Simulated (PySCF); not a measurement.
## Electronic structure of ClF$_{2}$Si (SMILES F[Si](F)Cl) (doublet) in real space

```xyz
4

Si   -0.1241   -0.0282    0.4804
F    -0.8307    1.2837   -0.1357
F    -0.8657   -1.3004   -0.1756
Cl    1.8464   -0.0456   -0.0876
```

Geometry: PBE0-D3(BJ)/def2-SVP.

Computed with PySCF 2.14.0, density-fitted response routines, UKS B3LYP, IGLO-III on Cl F Si, non-relativistic, mean-field spin-orbit, GIAO.

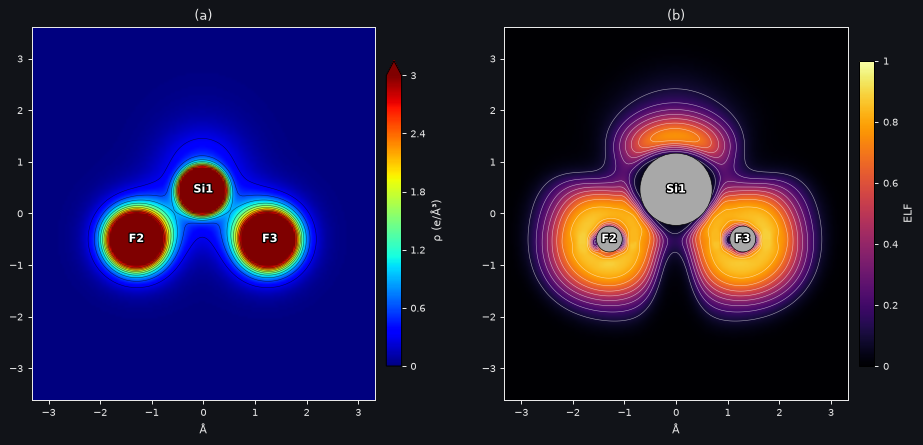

Figure 1. (a) total electron density; (b) ELF on the plane of atoms F2, Si1 and F3. Grey discs cover the atomic cores in the ELF map.

Q: Read the bonding off the picture.

A:
- The section cuts through Si and F sites.
- Si–F (1.61 Å): the density is about 1.1 e/Å³ at the midpoint; the ELF peaks at about 0.85 in the valence shell of F, 0.6 Å from its nucleus, and is about 0.55 at the midpoint.
- The ELF also peaks beside F2 and F3, away from the bonds: non-bonding electrons, paired or unpaired.

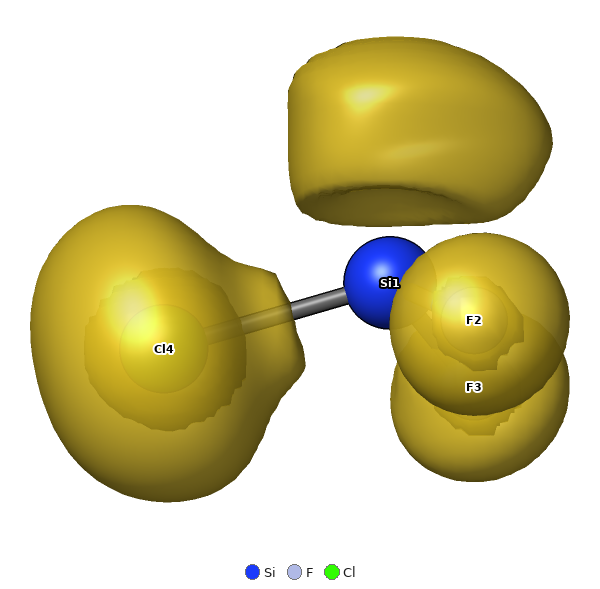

Figure 2. Isosurface of the electron localisation function at 0.75 (yellow), seen from one side. Core shells and regions of very low density are left out.

Q: Where are the electrons localised?

A: The ELF exceeds this value in one region on Cl in which the atom's valence shell and bonds are merged, one lobe on Si, pointing away from the bonds (non-bonding electrons) and two regions wrapped around F (its lone pairs, merged into a ring or cap).


 Si–Cl (2.05 Å): the ELF peaks at about 0.85 between the atoms (a shared but strongly polarised pair).

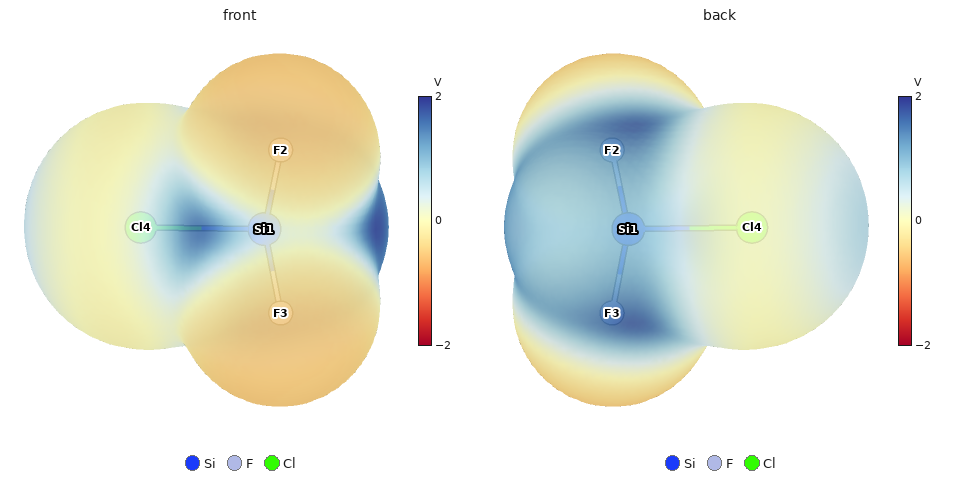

Figure 3. The electrostatic potential painted on the density surface at 0.002 e/bohr³, seen from the front and from behind; the colour scale runs from red (negative) to blue (positive).

Q: Where is the surface potential most negative and most positive?

A: The most negative region (about −0.5 V, or −12 kcal/mol for a unit charge) lies over F2 and F3, the most positive (about +1.7 V, or +39 kcal/mol for a unit charge) over Si1. Cl4 shows a σ-hole: about +0.6 V, or +14 kcal/mol for a unit charge at the tip opposite its bond, against about 0.0 V on its flanks.
